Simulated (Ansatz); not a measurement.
```xyz
16

C    -1.253   -1.781    1.300
C    -0.419   -0.894    0.724
C     0.515   -0.036    1.531
N    -0.351   -0.708   -0.663
Si    0.604    0.470   -1.603
N     0.221    2.174   -1.430
H    -1.925   -2.402    0.716
H    -1.276   -1.906    2.375
H     0.330    1.029    1.343
H     1.562   -0.241    1.274
H     0.385   -0.223    2.599
H    -0.978   -1.299   -1.193
H     2.056    0.381   -1.233
H     0.326    0.016   -3.007
H    -0.626    2.591   -1.781
H     0.806    2.805   -0.906
```

Where will the first 8 clear peaks of this molecule's radial distribution curve from gas electron diffraction lie, and which pairs make them?

Peak 1, 1.06 Å: N–H 1.01 Å (×3), C–H 1.08–1.10 Å (×5), not resolved
Peak 2, 1.41 Å: C–C 1.35–1.50 Å (×2), N–C 1.40 Å, Si–H 1.50 Å (×2), not resolved
Peak 3, 1.77 Å: Si–N 1.76–1.78 Å (×2)
Peak 4, 2.46 Å: Si···H 2.41–2.46 Å (×3), N···C 2.41–2.45 Å (×2), C···C 2.49 Å, N···H 2.55–2.70 Å (×5), not resolved; in its flanks C···H 2.04–2.16 Å
Peak 5, 3.06 Å: Si···C 2.88–3.18 Å (×2), Si···H 3.01–3.11 Å (×2), N···N 3.04 Å, not resolved; in its flanks N···H 2.74–3.39 Å
Peak 6, 3.75 Å: N···H 3.49–3.87 Å (×4), C···H 3.50–3.91 Å (×3), N···C 3.71–3.80 Å (×2), not resolved
Peak 7, 4.13 Å: Si···C 4.12 Å, C···H 4.22–4.38 Å (×3), Si···H 4.26 Å, not resolved; in its flanks Si···H 4.47 Å
Peak 8, 5.01 Å: C···H 4.93 Å, Si···H 5.00 Å, N···C 5.03 Å, not resolved

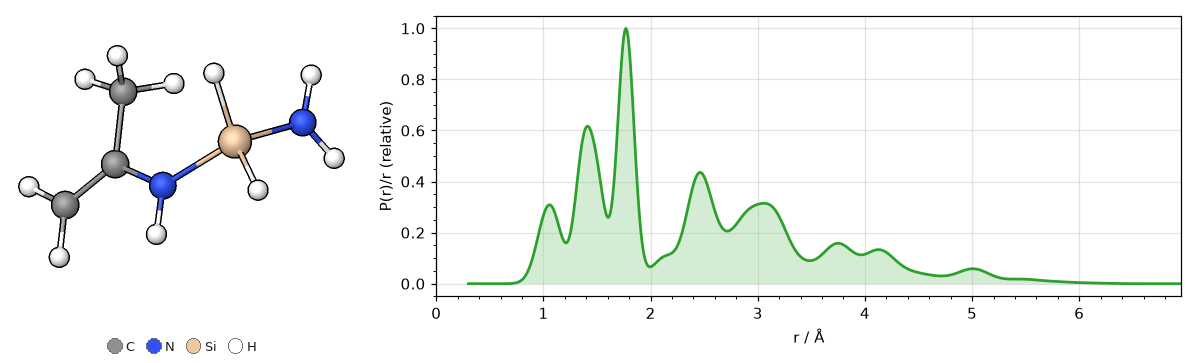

Simulated gas electron diffraction: radial distribution curve of C3H10N2Si. Each pair of atoms contributes with weight ZᵢZⱼ/r; damping constant 0.0015 Å²; vibrational amplitudes assumed, not computed: 0.05 Å for bonds, 0.078 Å for bonds to H, 0.06 + 0.015 r up to 0.15 Å for other pairs. The geometry is the end point of an optimisation (RKS PBE0/6-31G (Ansatz 0.2.0)); it may be a saddle point or a higher isomer.
